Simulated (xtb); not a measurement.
# Geometry relaxation, with input and output: C₂H₆O₂Si (part 1 of 3)

C₂H₆O₂Si, computed with GFN0-xTB (xtb 6.7.1).

The geometry: force field.

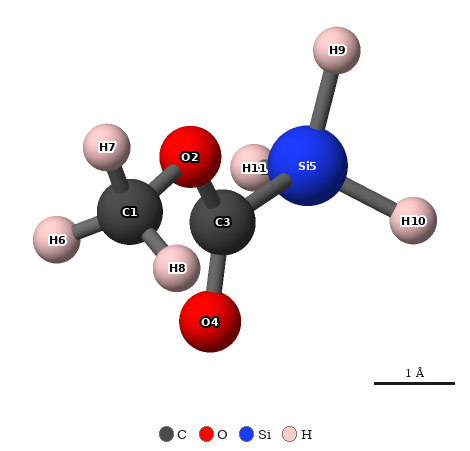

*The starting structure (ball-and-stick view, seen at a tilt; atoms are numbered from 1 in the order of the input).*

## Input (struc.xyz)
```
11
start
C     -1.45450    -1.29870     0.68800
O     -0.85810    -0.01360     0.39760
C      0.33910    -0.13920    -0.20050
O      0.98320    -1.19420    -0.47130
Si     1.31240     1.44320    -0.61160
H     -1.68080    -1.79240    -0.25200
H     -2.44200    -1.03330     1.14400
H     -0.86930    -1.83080     1.37000
H      0.60430     2.67350    -0.03550
H      2.67570     1.47700     0.03460
H      1.45540     1.65150    -2.04270
```

Hardware: 1 thread of AMD EPYC (Zen 3), 192 GiB of memory available, shared host.

Run as:
```bash
xtb --cma -o vtight --gfn 0 -- struc.xyz > out.txt
```

## Output
```
* xtb version 6.7.1
   ID    Z sym.   atoms
    1    6 C      1, 3
    2    8 O      2, 4
    3   14 Si     5
    4    1 H      6-11

           -------------------------------------------------
          |                Calculation Setup                |
           -------------------------------------------------

          program call               : xtb --cma -o vtight --gfn 0 -- struc.xyz
          coordinate file            : struc.xyz
          omp threads                :                     1

           -------------------------------------------------
          |                 G F N 0 - x T B                 |
           -------------------------------------------------

      * Hamiltonian:
        H0-scaling (s, p, d)           2.000000    2.486800    2.270000
        zeta-weighting                 1.000000
      * Dispersion:
        s8                             2.850000
        a1                             0.800000
        a2                             4.600000
        s9                             0.000000
      * Repulsion:
        kExp                           1.500000
        rExp                           1.000000
      * Coulomb:
        alpha                          0.000000
        third order                    atomic
        anisotropic                    false
      * Polar bond correction:
        rad-shift                      0.053700
        strength                      -0.012900
        en-exp                         3.484700
        en-scale                       0.509700

          ...................................................
          :                      SETUP                      :
          :.................................................:
          :  # basis functions                  38          :
          :  # atomic orbitals                  37          :
          :  # shells                           23          :
          :  # electrons                        30          :
          :  electronic temp.          300.0000000     K    :
          :  accuracy                    1.0000000          :
          :  -> integral cutoff          0.2500000E+02      :
          :  -> integral neglect         0.1000000E-07      :
          ...................................................
  Checking positiv definite overlap ...  done.

         #    Occupation            Energy/Eh            Energy/eV
      -------------------------------------------------------------
         1        2.0000           -0.6852445             -18.6465
       ...           ...                  ...                  ...
         9        2.0000           -0.4928113             -13.4101
        10        2.0000           -0.4856167             -13.2143
        11        2.0000           -0.4743613             -12.9080
        12        2.0000           -0.4713158             -12.8252
        13        2.0000           -0.4485799             -12.2065
        14        2.0000           -0.4223305             -11.4922
        15        2.0000           -0.3916468             -10.6573 (HOMO)
        16                         -0.2903841              -7.9018 (LUMO)
        17                         -0.2432170              -6.6183
        18                         -0.2176210              -5.9218
        19                         -0.2025349              -5.5113
        20                         -0.1444394              -3.9304
       ...                                ...                  ...
        37                          0.7767099              21.1354
      -------------------------------------------------------------
                  HL-Gap            0.1012627 Eh            2.7555 eV
             Fermi-level            0.0000000 Eh            0.0000 eV

 EHT (total)                   0 d,  0 h,  0 min,  0.003 sec
 EHT setup                      ...        0 min,  0.000 sec (  2.812%)
 Coordination number            ...        0 min,  0.000 sec (  1.250%)
 EEQ model density              ...        0 min,  0.000 sec (  1.454%)
 D4 Dispersion                  ...        0 min,  0.000 sec (  4.152%)
 Integral evaluation            ...        0 min,  0.001 sec ( 29.977%)
 Cholesky factorization         ...        0 min,  0.000 sec (  1.497%)
 Zeroth order Hamiltonian       ...        0 min,  0.000 sec ( 11.393%)
 Gradient calculation           ...        0 min,  0.001 sec ( 44.613%)

         :::::::::::::::::::::::::::::::::::::::::::::::::::::
         ::                     SUMMARY                     ::
         :::::::::::::::::::::::::::::::::::::::::::::::::::::
         :: total energy             -15.929528121790 Eh    ::
         :: gradient norm              0.104840549400 Eh/a0 ::
         :: HOMO-LUMO gap              2.755497575318 eV    ::
         ::.................................................::
         :: H0 energy                -15.934740472239 Eh    ::
         :: repulsion energy           0.135317074031 Eh    ::
         :: electrostat energy        -0.089487904303 Eh    ::
         :: -> Gsolv                   0.000000000000 Eh    ::
         ::    -> Gsasa                0.000000000000 Eh    ::
         ::    -> Gshift               0.000000000000 Eh    ::
         :: dispersion energy         -0.002583381407 Eh    ::
         :: short-range corr.         -0.038033437872 Eh    ::
         :: add. restraining           0.000000000000 Eh    ::
         :: total charge              -0.000000000000 e     ::
         :::::::::::::::::::::::::::::::::::::::::::::::::::::

      -----------------------------------------------------------
     |                   =====================                   |
     |                        A N C O P T                        |
     |                   =====================                   |
     |               Approximate Normal Coordinate               |
     |                Rational Function Optimizer                |
      -----------------------------------------------------------
      -----------------------------------------------------------
     |                   =====================                   |
     |                        A N C O P T                        |
     |                   =====================                   |
     |               Approximate Normal Coordinate               |
     |                Rational Function Optimizer                |
      -----------------------------------------------------------

          ...................................................
          :                      SETUP                      :
          :.................................................:
          :   optimization level         verytight          :
          :   max. optcycles                   220          :
          :   ANC micro-cycles                  20          :
          :   degrees of freedom                27          :
          :.................................................:
          :   RF solver                   davidson          :
          :   write xtbopt.log                true          :
          :   linear?                        false          :
          :   energy convergence         0.1000000E-06 Eh   :
          :   grad. convergence          0.2000000E-03 Eh/α :
          :   maxmium RF displ.          1.0000000          :
          :   Hlow (freq-cutoff)         0.1000000E-01      :
          :   Hmax (freq-cutoff)         5.0000000          :
          :   S6 in model hess.         20.0000000          :
          ...................................................

generating ANC from exact Hessian ...
Using Lindh-Hessian (1995)
 Shifting diagonal of input Hessian by    8.3289316327331154E-003
 Lowest  eigenvalues of input Hessian
    0.000000    0.000000    0.000000    0.000000    0.000000    0.000000
    0.010000    0.011504    0.014130    0.019605    0.020996    0.023579
    0.024427    0.028420    0.033657    0.055759    0.082407    0.089400
 Highest eigenvalues
    0.635165    1.055010    1.162474    1.295776    1.503489    2.051200

........................................................................
.............................. CYCLE    1 ..............................
........................................................................
     Diagonalization            ...        0 min,  0.000 sec
 * total energy  :   -15.9295281 Eh     change        0.0000000E+00 Eh
   gradient norm :     0.1048405 Eh/α   predicted     0.0000000E+00 (   0.00%)
   displ. norm   :     0.2416868 α      lambda       -0.1514736E-01
   maximum displ.:     0.0999066 α      in ANC's #5, #18, #10, ...

........................................................................
.............................. CYCLE    2 ..............................
........................................................................
     Diagonalization            ...        0 min,  0.000 sec
 * total energy  :   -15.9400082 Eh     change       -0.1048003E-01 Eh
   gradient norm :     0.0388100 Eh/α   predicted    -0.8016074E-02 ( -23.51%)
   displ. norm   :     0.2064426 α      lambda       -0.4692816E-02
   maximum displ.:     0.1011369 α      in ANC's #10, #17, #7, ...

........................................................................
.............................. CYCLE    3 ..............................
........................................................................
     Diagonalization            ...        0 min,  0.000 sec
 * total energy  :   -15.9423612 Eh     change       -0.2353048E-02 Eh
   gradient norm :     0.0107457 Eh/α   predicted    -0.2446408E-02 (   3.97%)
   displ. norm   :     0.1113620 α      lambda       -0.3889957E-03
   maximum displ.:     0.0755738 α      in ANC's #3, #5, #10, ...

........................................................................
.............................. CYCLE    4 ..............................
........................................................................
     Diagonalization            ...        0 min,  0.000 sec
 * total energy  :   -15.9425921 Eh     change       -0.2309121E-03 Eh
   gradient norm :     0.0054275 Eh/α   predicted    -0.1969113E-03 ( -14.72%)
   displ. norm   :     0.0851521 α      lambda       -0.1095110E-03
   maximum displ.:     0.0782679 α      in ANC's #3, #10, #9, ...

........................................................................
.............................. CYCLE    5 ..............................
........................................................................
     Diagonalization            ...        0 min,  0.000 sec
 * total energy  :   -15.9426668 Eh     change       -0.7468847E-04 Eh
   gradient norm :     0.0048903 Eh/α   predicted    -0.5515295E-04 ( -26.16%)
   displ. norm   :     0.0713056 α      lambda       -0.5584287E-04
   maximum displ.:     0.0667142 α      in ANC's #3, #10, #7, ...

........................................................................
.............................. CYCLE    6 ..............................
........................................................................
     Diagonalization            ...        0 min,  0.000 sec
 * total energy  :   -15.9427054 Eh     change       -0.3864810E-04 Eh
   gradient norm :     0.0035794 Eh/α   predicted    -0.2806346E-04 ( -27.39%)
   displ. norm   :     0.0489542 α      lambda       -0.2586785E-04
   maximum displ.:     0.0444939 α      in ANC's #3, #6, #1, ...

........................................................................
.............................. CYCLE    7 ..............................
........................................................................
     Diagonalization            ...        0 min,  0.000 sec
 * total energy  :   -15.9427216 Eh     change       -0.1610512E-04 Eh
   gradient norm :     0.0014434 Eh/α   predicted    -0.1296570E-04 ( -19.49%)
   displ. norm   :     0.0251071 α      lambda       -0.4818218E-05
   maximum displ.:     0.0179483 α      in ANC's #3, #9, #6, ...

........................................................................
.............................. CYCLE    8 ..............................
........................................................................
     Diagonalization            ...        0 min,  0.000 sec
 * total energy  :   -15.9427241 Eh     change       -0.2575254E-05 Eh
   gradient norm :     0.0004583 Eh/α   predicted    -0.2410366E-05 (  -6.40%)
   displ. norm   :     0.0096899 α      lambda       -0.9510865E-06
   maximum displ.:     0.0063283 α      in ANC's #3, #5, #8, ...
```
